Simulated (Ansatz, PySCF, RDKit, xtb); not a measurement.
# Isomers of C6H7F, a sample narrowed down, part 2 of 2

A sample of isomers of C6H7F is drawn. Aim: find which of them has the lowest free energy at 298.15 K, then its properties. The sample is small against all isomers, and the most stable one of this formula need not be in it.

xtb, Ansatz and PySCF; isolated molecules. The steps go on from the part before.

### Step 10. c136a at MP2/def2-TZVPP

File input.yaml:

```yaml
basis:
  gaussian: {orbitals: def2-TZVPP}
crystal:
  periodic: [false, false, false]
  atoms:
    - symbol: C
      position_ang: [-2.526288, 0.821496, 0.771310]
    - symbol: C
      position_ang: [-1.112901, 0.736350, 0.294786]
    - symbol: C
      position_ang: [-0.584697, 0.049204, -0.744621]
    - symbol: C
      position_ang: [0.901600, 0.286291, -0.815963]
    - symbol: C
      position_ang: [1.179845, 1.215633, 0.333859]
    - symbol: C
      position_ang: [0.000748, 1.447102, 0.942105]
    - symbol: F
      position_ang: [-0.215250, 2.218099, 2.011730]
    - symbol: H
      position_ang: [-3.195837, 0.215299, 0.144761]
    - symbol: H
      position_ang: [-2.886283, 1.863936, 0.758079]
    - symbol: H
      position_ang: [-2.614193, 0.472141, 1.813759]
    - symbol: H
      position_ang: [-1.134788, -0.587022, -1.439131]
    - symbol: H
      position_ang: [1.196447, 0.728126, -1.786912]
    - symbol: H
      position_ang: [1.468564, -0.660354, -0.730428]
    - symbol: H
      position_ang: [2.152336, 1.617564, 0.611417]
correlation: {method: mp2, frozen_orbitals: {C: 1, F: 1, H: 0}}
```

Started as:

```console
$ ansatz run input.yaml --threads 4 --pin off --max-ram 7830MiB --events-out events.jsonl --progress --plain --runs-dir runs
```

The program printed:

```text
Warning: RAYON_NUM_THREADS=4 ignored (pool sized by the plan → 4); use --threads N
Functional definition: HF
  name "HF"
  exchange = exact_x
  correlation = 0
1913 factors; integrals over basis functions are off by at most 1.0e-3 eV
mean field evaluation 1: about -8996.9661 eV, gradient 4.1e1 eV
mean field evaluation 2: about -8997.3259 eV, gradient 4.1e1 eV
mean field evaluation 4: about -9001.7591 eV, gradient 4.5e0 eV
mean field evaluation 8: about -9001.8346 eV, gradient 3.6e-1 eV
mean field -9001.83540218 eV, -330.8113493670 hartree, gradient 4.1e-6 eV, S^2 0.000000; 0 other end points of the search recorded, 0 dependent functions left out; unrestricted orbitals would lower it
mean field evaluation 16: about -9001.8464 eV, gradient 2.6e0 eV
7 core orbitals not correlated: weight in the atoms' cores, before any rotation towards them, 1.000 or more for the frozen orbitals, at most 0.000 for the correlated occupied ones
reference -9001.83540218 eV, -330.8113493670 hartree; 19, 19 occupied and 289, 289 virtual orbitals, 1913 factors
second order -33.11446909 eV of doubles, -0.00000000 eV of singles
Total energy: -9034.94987127 eV, -332.0282836602 hartree
```

Wall time 8.1 s (4 threads of Arm Neoverse V1, shared host); peak memory 1 GiB.

### Step 11. c991a at CCSD(T)/def2-SVP

File input.yaml:

```yaml
crystal:
  periodic: [false, false, false]
  atoms:
    - {symbol: C, position_ang: [-2.354271, 0.321606, 1.074889]}
    - {symbol: C, position_ang: [-1.053723, 0.608610, 0.393848]}
    - {symbol: C, position_ang: [-0.677447, 0.250221, -0.858224]}
    - {symbol: C, position_ang: [0.717171, 0.747800, -1.134216]}
    - {symbol: C, position_ang: [1.057351, 1.435809, 0.152514]}
    - {symbol: C, position_ang: [0.045007, 1.360721, 1.036801]}
    - {symbol: F, position_ang: [2.238756, 2.027142, 0.324829]}
    - {symbol: H, position_ang: [-3.031856, -0.247762, 0.422133]}
    - {symbol: H, position_ang: [-2.863235, 1.255613, 1.369216]}
    - {symbol: H, position_ang: [-2.198350, -0.259235, 2.000295]}
    - {symbol: H, position_ang: [-1.276535, -0.312769, -1.574249]}
    - {symbol: H, position_ang: [0.766016, 1.447114, -1.989397]}
    - {symbol: H, position_ang: [1.431472, -0.066761, -1.355724]}
    - {symbol: H, position_ang: [0.031532, 1.776341, 2.044090]}
basis:
  gaussian: {orbitals: def2-SVP}
correlation: {method: ccsd_t, frozen_orbitals: {C: 1, F: 1, H: 0}}
```

Started as:

```console
$ ansatz run input.yaml --threads 4 --pin off --max-ram 7830MiB --events-out events.jsonl --progress --plain --runs-dir runs
```

The program printed (excerpt; [...] marks lines left out):

```text
Warning: RAYON_NUM_THREADS=4 ignored (pool sized by the plan → 4); use --threads N
Functional definition: HF
  name "HF"
[...]
1370 factors; integrals over basis functions are off by at most 1.2e-3 eV
[...]
mean field -8991.51994224 eV, -330.4322632061 hartree, gradient 1.8e-6 eV, S^2 0.000000; 0 other end points of the search recorded, 0 dependent functions left out; unrestricted orbitals would lower it
7 core orbitals not correlated: weight in the atoms' cores, before any rotation towards them, 1.000 or more for the frozen orbitals, at most 0.000 for the correlated occupied ones
reference -8991.51994224 eV, -330.4322632061 hartree; 19, 19 occupied and 107, 107 virtual orbitals, 1370 factors
second order -26.72852493 eV of doubles, -0.00000000 eV of singles
cycle   1  -27.32281690 eV  change   -5.9e-1 eV  update   1.2e-1
[...]
cycle  10  -28.17875733 eV  change    2.4e-6 eV  update   1.8e-5
perturbative correction -1.00524272 eV, -0.0369419887 hartree
Total energy: -9020.70394229 eV, -331.5047554264 hartree
```

Run time: 23 s. Hardware: 4 threads of Arm Neoverse V1, shared host; peak memory 1 GiB.

For c136a, c991a, c530b the log finds that unrestricted Hartree-Fock orbitals lie lower, a sign to watch the closed-shell reference there.

### Step 12. The ranking

Energies in kcal/mol from c136a; G adds the thermal terms to the CCSD(T)/def2-SVP + MP2/def2-TZVPP - MP2/def2-SVP energy. The columns left of the relaxed level are at the tight-binding geometries.

```tsv
label	SMILES	spin	GFN2-xTB	HF/STO-3G	r2SCAN-D4/def2-SVP	B3LYP-D3(BJ)/def2-SVP	HF/def2-SVP	MP2/def2-SVP	CCSD(T)/def2-SVP + MP2/def2-TZVPP - MP2/def2-SVP	G	share at equilibrium	T1
c136a	CC1=CCC=C1F	singlet	0.0	0.0	0.0	0.0	0.0	0.0	0.0	0.0	91.5 %	0.011
c991a	CC1=CCC(F)=C1	singlet	-0.3	-0.4	1.5	1.4	1.2	1.5	1.3	1.5	7.7 %	0.011
c530b	FCC1=CC=CC1	singlet	4.8	10.2	6.1	5.1	2.6	4.3	2.8	2.8	0.7 %	0.010
```

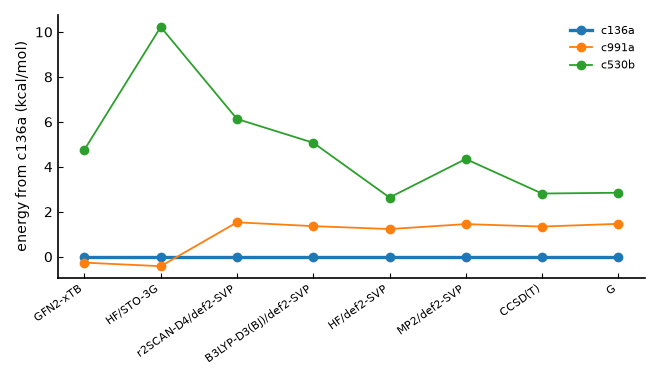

The finalists at each level, measured from c136a.

Lowest found: c136a, `CC1=CCC=C1F`, a singlet. Bond lengths: C1–C2 1.494 Å, C2–C3 1.353 Å, C3–C4 1.507 Å, C4–C5 1.504 Å, C2–C6 1.471 Å, C5–C6 1.347 Å, C6–F7 1.336 Å, C1–H8 1.099 Å, C1–H9 1.103 Å, C1–H10 1.103 Å, C3–H11 1.091 Å, C4–H12 1.107 Å, C4–H13 1.107 Å, C5–H14 1.088 Å. Some angles: C1–C2–C3 130.0°, C1–C2–C6 123.2°, C3–C2–C6 106.7°, C2–C3–C4 110.0°, C3–C4–C5 104.1°, C4–C5–C6 106.8°, C2–C6–C5 112.4°, C2–C6–F7 120.6°, C5–C6–F7 127.0°, C2–C1–H8 111.3°.

```xyz
14

C    -2.5263    0.8215    0.7713
C    -1.1129    0.7363    0.2948
C    -0.5847    0.0492   -0.7446
C     0.9016    0.2863   -0.8160
C     1.1798    1.2156    0.3339
C     0.0007    1.4471    0.9421
F    -0.2152    2.2181    2.0117
H    -3.1958    0.2153    0.1448
H    -2.8863    1.8639    0.7581
H    -2.6142    0.4721    1.8138
H    -1.1348   -0.5870   -1.4391
H     1.1964    0.7281   -1.7869
H     1.4686   -0.6604   -0.7304
H     2.1523    1.6176    0.6114
```

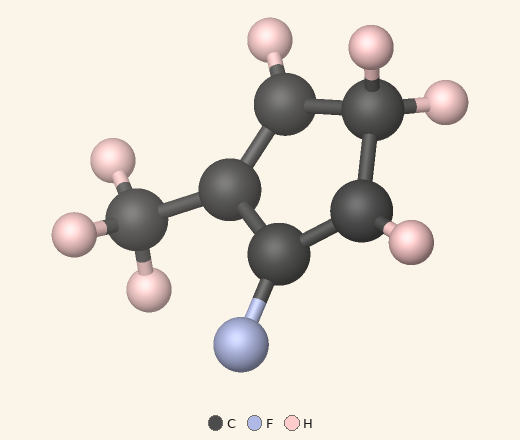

The lowest structure found, seen from a chosen angle (carbon dark grey, fluorine light blue, hydrogen pink).

### Step 13. Density, orbitals and dipole (PBE0/def2-SVPD)

File input.yaml:

```yaml
crystal:
  periodic: [false, false, false]
  atoms:
    - {symbol: C, position_ang: [-2.526288, 0.821496, 0.771310]}
    - {symbol: C, position_ang: [-1.112901, 0.736350, 0.294786]}
    - {symbol: C, position_ang: [-0.584697, 0.049204, -0.744621]}
    - {symbol: C, position_ang: [0.901600, 0.286291, -0.815963]}
    - {symbol: C, position_ang: [1.179845, 1.215633, 0.333859]}
    - {symbol: C, position_ang: [0.000748, 1.447102, 0.942105]}
    - {symbol: F, position_ang: [-0.215250, 2.218099, 2.011730]}
    - {symbol: H, position_ang: [-3.195837, 0.215299, 0.144761]}
    - {symbol: H, position_ang: [-2.886283, 1.863936, 0.758079]}
    - {symbol: H, position_ang: [-2.614193, 0.472141, 1.813759]}
    - {symbol: H, position_ang: [-1.134788, -0.587022, -1.439131]}
    - {symbol: H, position_ang: [1.196447, 0.728126, -1.786912]}
    - {symbol: H, position_ang: [1.468564, -0.660354, -0.730428]}
    - {symbol: H, position_ang: [2.152336, 1.617564, 0.611417]}
basis:
  gaussian:
    orbitals: def2-SVPD
hamiltonian:
  xc: {name: PBE0}
output:
  forces: true
  orbitals: {seedname: orbitals}
```

Started as:

```console
$ ansatz run input.yaml --threads 4 --pin off --max-ram 7830MiB --events-out events.jsonl --progress --plain --runs-dir runs
```

The program printed (excerpt; [...] marks lines left out):

```text
Warning: RAYON_NUM_THREADS=4 ignored (pool sized by the plan → 4); use --threads N
Functional definition: PBE0
  name "PBE0"
[...]
1647 factors; their error is unknown
[...]
mean field -9035.82473996 eV, -332.0604344916 hartree, gradient 3.2e-5 eV, S^2 0.000000; 0 other end points of the search recorded, 0 dependent functions left out
[...]
reference -9035.82477790 eV, -332.0604358860 hartree; 26, 26 occupied and 173, 173 virtual orbitals, 1647 factors
Total energy: -9035.82477790 eV, -332.0604358860 hartree
Atom 0 at    -2.526288     0.821496     0.771310 Å, force     0.026179    -0.023996    -0.038412 eV/Å
Atom 1 at    -1.112901     0.736350     0.294786 Å, force    -0.012962     0.056777     0.078721 eV/Å
Atom 2 at    -0.584697     0.049204    -0.744621 Å, force     0.176864     0.122421     0.115173 eV/Å
Atom 3 at     0.901600     0.286291    -0.815963 Å, force    -0.147303     0.083942     0.147487 eV/Å
Atom 4 at     1.179845     1.215633     0.333859 Å, force    -0.146896    -0.054689    -0.034237 eV/Å
Atom 5 at     0.000748     1.447102     0.942105 Å, force     0.002400    -0.148965    -0.194832 eV/Å
Atom 6 at    -0.215250     2.218099     2.011730 Å, force     0.061249    -0.087657    -0.132174 eV/Å
Atom 7 at    -3.195837     0.215299     0.144761 Å, force     0.066984     0.044874     0.041943 eV/Å
Atom 8 at    -2.886283     1.863936     0.758079 Å, force     0.034309    -0.074068    -0.003516 eV/Å
Atom 9 at    -2.614193     0.472141     1.813759 Å, force     0.015546     0.023029    -0.076839 eV/Å
Atom 10 at    -1.134788    -0.587022    -1.439131 Å, force     0.016715     0.022747     0.025486 eV/Å
Atom 11 at     1.196447     0.728126    -1.786912 Å, force    -0.027120    -0.016208     0.073111 eV/Å
Atom 12 at     1.468564    -0.660354    -0.730428 Å, force    -0.043166     0.066079     0.010522 eV/Å
Atom 13 at     2.152336     1.617564     0.611417 Å, force    -0.022801    -0.014287    -0.012433 eV/Å
Dipole moment:    -0.011411    -0.211663    -0.275231 e Å
```

It took 4.8 s on 4 threads of Arm Neoverse V1, shared host; peak memory 0.56 GiB.

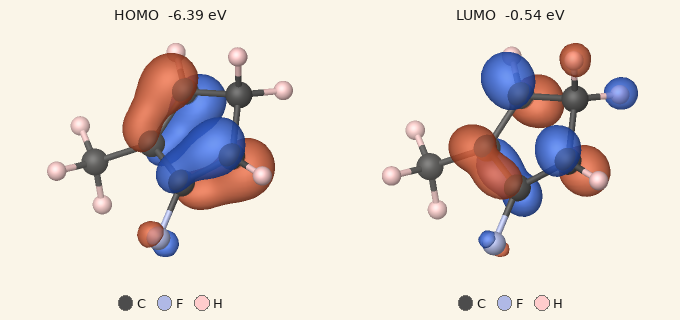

Frontier orbitals of this run, surfaces at ±0.2 Å^-3/2.

### Step 14. Electronic excitations (TD-PBE0/def2-SVPD)

An in-house driver calls PySCF's response routines at TD-PBE0/def2-SVPD; it has no typed input.

The program printed:

```text
coarse grid: 11944 points
cycle   1  E = -331.9641688274  dE =  9.320e-01  |g| = 4.648e-01  |ddm| = 6.441e+00
cycle   2  E = -331.9486755907  dE =  1.549e-02  |g| = 5.566e-01  |ddm| = 1.548e+00
cycle   3  E = -332.0106177232  dE = -6.194e-02  |g| = 8.126e-02  |ddm| = 8.206e-01
cycle   4  E = -332.0119120111  dE = -1.294e-03  |g| = 4.085e-02  |ddm| = 2.385e-01
cycle   5  E = -332.0123369997  dE = -4.250e-04  |g| = 9.869e-03  |ddm| = 9.004e-02
cycle   6  E = -332.0123555159  dE = -1.852e-05  |g| = 3.431e-03  |ddm| = 2.037e-02
cycle   7  E = -332.0123581305  dE = -2.615e-06  |g| = 6.182e-04  |ddm| = 6.480e-03
final grid: 116456 points
cycle   8  E = -332.0604560021  dE = -2.612e-05  |g| = 7.626e-03  |ddm| = 1.127e-01
cycle   9  E = -332.0604469166  dE =  9.085e-06  |g| = 1.032e-02  |ddm| = 2.809e-02
cycle  10  E = -332.0604701646  dE = -2.325e-05  |g| = 1.105e-03  |ddm| = 1.514e-02
cycle  11  E = -332.0604703929  dE = -2.283e-07  |g| = 1.474e-04  |ddm| = 1.382e-03
cycle  12  E = -332.0604703959  dE = -3.064e-09  |g| = 7.720e-05  |ddm| = 5.029e-04
cycle  13  E = -332.0604703974  dE = -1.491e-09  |g| = 2.470e-05  |ddm| = 1.965e-04
cycle  14  E = -332.0604703976  dE = -1.510e-10  |g| = 6.071e-06  |ddm| = 5.576e-05
converged SCF energy = -332.0604703976

Static polarisability (au): isotropic 69.598, principal 49.284 72.498 87.012

Singlet excitations
state   eV       nm        f      main configurations
  1   5.1900    238.9   0.08192   H->L 0.98
  2   6.0957    203.4   0.00030   H->L+1 0.95
  3   6.4137    193.3   0.00164   H->L+2 0.97
  4   6.5261    190.0   0.03593   H-1->L 0.67, H->L+4 0.32
  5   6.8313    181.5   0.02207   H->L+3 0.97
  6   7.4637    166.1   0.00174   H->L+5 0.92
  7   7.5691    163.8   0.00181   H-2->L 0.97
  8   7.6342    162.4   0.00177   H->L+6 0.88

Triplet excitations (Tamm-Dancoff, eV): 3.1326 4.8386 6.0138
```

Run time: 11 s. Hardware: 4 threads of Arm Neoverse V1, shared host; peak memory 0.91 GiB.

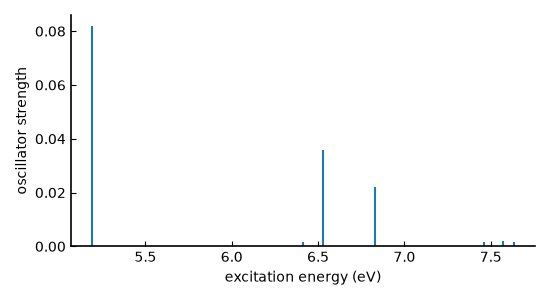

Vertical excitations as sticks.

The roots found:

```tsv
excited state	energy (eV)	strength
1	5.190	0.0819
2	6.096	0.0003
3	6.414	0.0016
4	6.526	0.0359
5	6.831	0.0221
6	7.464	0.0017
7	7.569	0.0018
8	7.634	0.0018
```

### Step 15. NMR shieldings (GIAO PBE0/pcSseg-1)

An in-house driver calls PySCF's response routines at GIAO PBE0/pcSseg-1; it has no typed input.

The program printed:

```text
coarse grid: 11944 points
cycle   1  E = -332.1470004204  dE =  9.938e-01  |g| = 4.937e-01  |ddm| = 3.421e+00
cycle   2  E = -332.1309201499  dE =  1.608e-02  |g| = 5.947e-01  |ddm| = 8.656e-01
cycle   3  E = -332.1963688468  dE = -6.545e-02  |g| = 8.370e-02  |ddm| = 4.643e-01
cycle   4  E = -332.1977375152  dE = -1.369e-03  |g| = 4.096e-02  |ddm| = 1.164e-01
cycle   5  E = -332.1981491536  dE = -4.116e-04  |g| = 1.062e-02  |ddm| = 4.282e-02
cycle   6  E = -332.1981707329  dE = -2.158e-05  |g| = 3.386e-03  |ddm| = 1.079e-02
cycle   7  E = -332.1981732040  dE = -2.471e-06  |g| = 6.494e-04  |ddm| = 3.705e-03
final grid: 116456 points
cycle   8  E = -332.2465047763  dE = -2.986e-05  |g| = 7.625e-03  |ddm| = 3.068e-02
cycle   9  E = -332.2464971245  dE =  7.652e-06  |g| = 1.012e-02  |ddm| = 1.632e-02
cycle  10  E = -332.2465188968  dE = -2.177e-05  |g| = 1.154e-03  |ddm| = 9.528e-03
cycle  11  E = -332.2465191189  dE = -2.221e-07  |g| = 1.770e-04  |ddm| = 1.026e-03
cycle  12  E = -332.2465191229  dE = -3.993e-09  |g| = 8.575e-05  |ddm| = 2.044e-04
cycle  13  E = -332.2465191247  dE = -1.819e-09  |g| = 2.521e-05  |ddm| = 1.034e-04
cycle  14  E = -332.2465191248  dE = -1.492e-10  |g| = 6.641e-06  |ddm| = 2.383e-05
converged SCF energy = -332.2465191248

GIAO shielding tensors (ppm)
atom      isotropic    diamagn.    paramagn.     s11        s22        s33       span
  0 C      169.794     242.385     -72.591    156.770    167.420    185.191     28.421
  1 C       39.159     263.945    -224.786    -64.643     43.766    138.354    202.996
  2 C       47.761     253.624    -205.863    -54.358     51.653    145.988    200.346
  3 C      146.401     248.792    -102.391    133.518    150.990    154.697     21.179
  4 C       74.075     258.496    -184.421     -6.428     75.493    153.159    159.587
  5 C       10.554     251.775    -241.220    -78.756     54.207     56.213    134.969
  6 F      301.822     472.685    -170.863    191.181    295.214    419.070    227.889
  7 H       29.201      27.945       1.256     24.655     28.298     34.650      9.995
  8 H       29.206      26.055       3.151     25.059     27.325     35.233     10.175
  9 H       29.206      27.296       1.911     25.064     27.317     35.238     10.175
 10 H       25.002      32.844      -7.841     23.477     24.676     26.854      3.377
 11 H       28.334      28.596      -0.262     24.081     25.953     34.968     10.886
 12 H       28.335      29.750      -1.415     24.082     25.953     34.968     10.887
 13 H       25.555      30.435      -4.880     23.542     25.471     27.650      4.108
```

Run time: 6.3 s. Hardware: 4 threads of Arm Neoverse V1, shared host; peak memory 0.84 GiB.

Isotropic shieldings, averaged over atoms that the bond graph makes equivalent (absolute, not shifts):

```tsv
atoms	shielding (ppm)
C1	169.8
C2	39.2
C3	47.8
C4	146.4
C5	74.1
C6	10.6
F7	301.8
H8, H9, H10	29.20
H11	25.00
H12, H13	28.33
H14	25.55
```

### Step 16. The cation at the same geometry (PBE0/def2-SVPD)

Edit input.yaml of step 13 so:

```diff
@@ -20,6 +20,7 @@
     orbitals: def2-SVPD
+total_charge: 1
+magnetization:
+  spin_polarized: true
+  initial_magnetization: 1
 hamiltonian:
   xc: {name: PBE0}
-output:
-  forces: true
-  orbitals: {seedname: orbitals}
```

Started as:

```console
$ ansatz run input.yaml --threads 4 --pin off --max-ram 7830MiB --events-out events.jsonl --progress --plain --runs-dir runs
```

The program printed:

```text
Warning: RAYON_NUM_THREADS=4 ignored (pool sized by the plan → 4); use --threads N
Functional definition: PBE0
  name "PBE0"
  parameter a = 0.25
  parameter kappa = 0.804
  parameter beta = 0.06672455060314922
  exchange = (1 - a)*pbe_x(kappa = kappa, mu = beta*pi^2/3) + a*exact_x
  correlation = pbe_c(beta = beta)
1647 factors; their error is unknown
mean field evaluation 1: about -9018.3539 eV, gradient 4.4e1 eV
mean field evaluation 2: about -9018.1964 eV, gradient 4.5e1 eV
mean field evaluation 4: about -9027.4703 eV, gradient 3.0e0 eV
mean field evaluation 8: about -9027.5220 eV, gradient 1.5e-1 eV
mean field evaluation 16: about -9027.4789 eV, gradient 2.0e-3 eV
mean field -9027.47893279 eV, -331.7537317349 hartree, gradient 4.6e-5 eV, S^2 0.771221; 0 other end points of the search recorded, 0 dependent functions left out
reference -9027.47896973 eV, -331.7537330927 hartree; 26, 25 occupied and 173, 174 virtual orbitals, 1647 factors
Total energy: -9027.47896973 eV, -331.7537330927 hartree
```

Wall time 6 s (4 threads of Arm Neoverse V1, shared host); peak memory 0.69 GiB.

Difference from the parent: 8.35 eV.

### Step 17. The anion at the same geometry (PBE0/def2-SVPD)

Edit input.yaml of step 16 so:

```diff
@@ -20,3 +20,2 @@
     orbitals: def2-SVPD
-total_charge: 1
 magnetization:
@@ -25,2 +24,5 @@
 hamiltonian:
-  xc: {name: PBE0}
+  xc: pbe0
+scf:
+  lower_state_search: "off"
+total_charge: -1
```

Started as:

```console
$ ansatz run input.yaml --threads 4 --pin off --max-ram 7830MiB --events-out events.jsonl --progress --plain --runs-dir runs
```

The program printed (excerpt; [...] marks lines left out):

```text
Warning: RAYON_NUM_THREADS=4 ignored (pool sized by the plan → 4); use --threads N
Functional definition: PBE0
  name "PBE0"
[...]
1647 factors; their error is unknown
[...]
mean field -9034.51179959 eV, -332.0121848230 hartree, gradient 6.6e-6 eV, S^2 0.758088; 0 other end points of the search recorded, 0 dependent functions left out
reference -9034.51183768 eV, -332.0121862227 hartree; 27, 26 occupied and 172, 173 virtual orbitals, 1647 factors
Total energy: -9034.51183768 eV, -332.0121862227 hartree
Checks for a lower state left out: stability, starts, cluster_reference, orbital_swaps, neighbouring_geometries, increment
```

Run time: 4.8 s. Hardware: 4 threads of Arm Neoverse V1, shared host; peak memory 0.63 GiB.

Parent less the species with the added electron: -1.31 eV. The extra electron isn't bound at this geometry, so the number measures the basis, not the molecule.

### Step 18. The triplet at the same geometry (PBE0/def2-SVPD)

Edit input.yaml of step 17 so:

```diff
@@ -1 +1,4 @@
+basis:
+  gaussian:
+    orbitals: def2-SVPD
 crystal:
@@ -17,12 +20,7 @@
     - {symbol: H, position_ang: [2.152336, 1.617564, 0.611417]}
-basis:
-  gaussian:
-    orbitals: def2-SVPD
+total_charge: 0
 magnetization:
   spin_polarized: true
-  initial_magnetization: 1
+  initial_magnetization: 2
 hamiltonian:
-  xc: pbe0
-scf:
-  lower_state_search: "off"
-total_charge: -1
+  xc: {name: PBE0}
```

Started as:

```console
$ ansatz run input.yaml --threads 4 --pin off --max-ram 7830MiB --events-out events.jsonl --progress --plain --runs-dir runs
```

The program printed:

```text
Warning: RAYON_NUM_THREADS=4 ignored (pool sized by the plan → 4); use --threads N
Functional definition: PBE0
  name "PBE0"
  parameter a = 0.25
  parameter kappa = 0.804
  parameter beta = 0.06672455060314922
  exchange = (1 - a)*pbe_x(kappa = kappa, mu = beta*pi^2/3) + a*exact_x
  correlation = pbe_c(beta = beta)
1647 factors; their error is unknown
mean field evaluation 1: about -9025.1212 eV, gradient 3.8e1 eV
mean field evaluation 2: about -9019.7999 eV, gradient 4.9e1 eV
mean field evaluation 4: about -9032.5674 eV, gradient 4.1e0 eV
mean field evaluation 8: about -9032.6612 eV, gradient 1.8e-1 eV
mean field evaluation 16: about -9032.6258 eV, gradient 5.3e-3 eV
mean field evaluation 32: about -9032.6021 eV, gradient 4.9e-1 eV
mean field -9032.62582805 eV, -331.9428766472 hartree, gradient 1.8e-5 eV, S^2 2.008617; 2 other end points of the search recorded, 0 dependent functions left out
reference -9032.62586702 eV, -331.9428780791 hartree; 27, 25 occupied and 172, 174 virtual orbitals, 1647 factors
Total energy: -9032.62586702 eV, -331.9428780791 hartree
```

Run time: 9.3 s. Hardware: 4 threads of Arm Neoverse V1, shared host; peak memory 0.72 GiB.

It lies 3.20 eV above the singlet.

### Step 19. Summary of results

The summary covers parts 1 to 2.

| quantity | value |
| --- | --- |
| lowest structure found | CC1=CCC=C1F, singlet |
| next finalist | CC1=CCC(F)=C1, singlet, 1.5 kcal/mol higher in G |
| share at equilibrium, among the finalists | 91.5 % |
| funnel | 21 starts, 21 minima at GFN2-xTB, 12 screening runs, 4 relaxed, 3 ranked |
| CPU time of all runs | 14 min |
| dipole moment (PBE0/def2-SVPD) | 1.67 D |
| HOMO energy (PBE0/def2-SVPD) | -6.39 eV |
| LUMO energy (PBE0/def2-SVPD) | -0.54 eV |
| HOMO–LUMO gap (PBE0/def2-SVPD) | 5.85 eV |
| lowest excitation (TD-PBE0/def2-SVPD) | 5.19 eV (f = 0.082) |
| lowest triplet excitation, same level, Tamm-Dancoff | 3.13 eV |
| vertical ionisation energy | 8.35 eV |
| vertical electron affinity | -1.31 eV (unbound: the value depends on the basis) |
| vertical triplet less singlet | +3.20 eV |

In words: The search ends on `CC1=CCC=C1F`. Its margin of 1.5 kcal/mol is inside the likely error of CCSD(T)/def2-SVP + MP2/def2-TZVPP - MP2/def2-SVP with harmonic terms (about 1.5 kcal/mol), so the order of the first two is not settled. r2SCAN-D4/def2-SVP, B3LYP-D3(BJ)/def2-SVP, HF/def2-SVP and MP2/def2-SVP already put its bonding pattern lowest among the structures in one piece; GFN2-xTB and HF/STO-3G favour the singlet CC1=CCC(F)=C1. The largest share of the time went into the final energies (44 %). The search is not exhaustive (a finite list of starts, one conformer a finalist), so a lower isomer can't be ruled out. Only 14 drawn patterns were tried, so whole families of isomers are missing, and the result ranks this sample alone.
